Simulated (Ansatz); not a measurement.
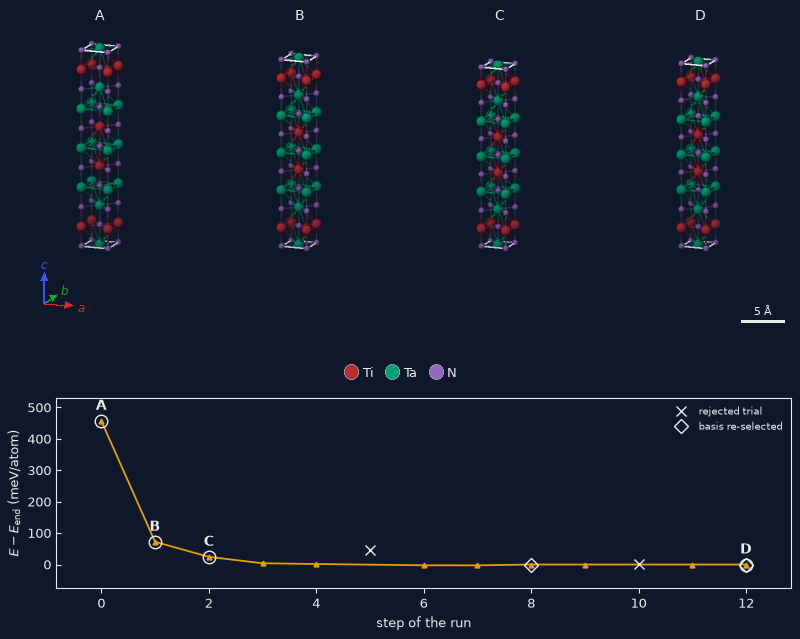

Frames of a relaxation of solid Ta₃Ti₂N₅ (a generated structure, set up in I4/mmm) (coarse preliminary run), marked on the history of the run. Style: ball-and-stick. Shown: the conventional cell (2 times the calculation's cell), slightly off an axis. Lengths and directions refer to the drawn axes.

Method: DFT PBE, scalar-relativistic, plane waves, PAW in Ansatz 0.2.0.

Input file:
```yaml
crystal:
  lattice:
    - [-1.66361636, 1.66361636, 11.76354412]
    - [1.66361636, -1.66361636, 11.76354412]
    - [1.66361636, 1.66361636, -11.76354412]
  atoms:
    - { symbol: Ti, position: [0.9, 0.9, 0.0], spin: 1.0 }
    - { symbol: Ti, position: [0.1, 0.1, 0.0], spin: -1.0 }
    - { symbol: Ta, position: [0.5, 0.5, 0.0] }
    - { symbol: Ta, position: [0.7, 0.7, 0.0] }
    - { symbol: Ta, position: [0.3, 0.3, 0.0] }
    - { symbol: "N", position: [0.8, 0.8, 0.0] }
    - { symbol: "N", position: [0.4, 0.4, 0.0] }
    - { symbol: "N", position: [0.0, 0.0, 0.0] }
    - { symbol: "N", position: [0.6, 0.6, 0.0] }
    - { symbol: "N", position: [0.2, 0.2, 0.0] }
basis:
  ecutwfc: 420
kpoints:
  mp_grid: { grid: [8, 8, 8] }
hamiltonian:
  xc: pbe
scf:
  occupations: { method: gaussian, width: 0.1 }
  lower_state_search: "off"
output:
  forces: true
  stress: true
  eigenvalues: true
  populations: true
magnetization:
  spin_polarized: true
relax:
  adjacent_minimum: "off"
  f_tol: 0.04
  max_steps: 70
  cell: { stress_tol: 0.4 }
```

Launched with:
```bash
ansatz run input.yaml --threads 4 --pin off --max-ram 8192MiB --backend cpu --events-out ev --progress --plain --runs-dir out
```

Question: Describe the path.

Answer: The largest moves relative to the cell, 0.17 Å, are those of Ta4 and Ta5. Ta4 goes along −c. By element the largest moves are Ta 0.17 Å, N 0.08 Å, Ti 0.03 Å. The drawn cell changes as follows: a = b 3.327 → 3.077 Å (−7.5 %), c 23.527 → 21.913 Å (−6.9 %); the volume changes by −20.4 %. Among the contacts that change: Ti1–Ta5 3.327 → 2.950 Å, Ta4–N9 2.353 → 2.100 Å, Ta3–Ta3 3.327 → 3.077 Å, Ti1–Ti1 3.327 → 3.077 Å. Among the angles between lasting bonds that change: Ta5–N6–Ta5 180.0° → 168.1°, Ti1–N6–Ta5 90.0° → 84.0°, Ta4–N6–Ta5 90.0° → 96.0°. The space group stays I4/mmm (No. 139). After 8 accepted moves (12 points after the start) the energy has fallen by 457 meV per atom. The largest force component goes from 0.4 to 0.025 eV/Å. The pressure goes from −42.89 to 0.04 GPa. The line search rejected the trial steps at points 5, 10 of the run. At 2 points the geometry stayed and the basis and grid were re-selected for the new cell (energy shift of 2.6 meV per atom at most each time). The program noted that the starting moments weren't kept. The run took 7.1 min on 4 threads of Arm Neoverse V1, with other jobs on the host, peak memory 1.1 GiB. From step 0 to 1: volume −13.9 %, energy −385 meV per atom. From step 1 to 2: Ta atoms move most (0.06 Å), volume −11.7 %, energy −47.9 meV per atom. From step 2 to 12: Ta atoms move most (0.09 Å), volume +4.7 %, energy −24.5 meV per atom.

```tsv
step	E − E(0), meV/atom	largest force component, eV/Å	pressure, GPa	volume, Å³/atom	note
0	0.00	0.4034	-42.89	13.023	
1	-384.94	0.6441	-20.61	11.211	
2	-432.81	0.1791	15.16	9.904	
3	-453.29	0.2448	-1.55	10.412	
4	-455.67	0.2612	-0.68	10.387	
5	-409.62	2.5942	4.22	10.338	rejected
6	-459.77	0.0992	0.12	10.384	
7	-459.95	0.0334	0.16	10.380	
8	-457.30	0.0341	-0.24	10.380	same geometry, new basis
9	-457.35	0.0251	0.04	10.372	
10	-456.90	0.2280	0.07	10.372	rejected
11	-457.35	0.0249	0.04	10.372	
12	-457.33	0.0249	0.04	10.372	same geometry, new basis
```
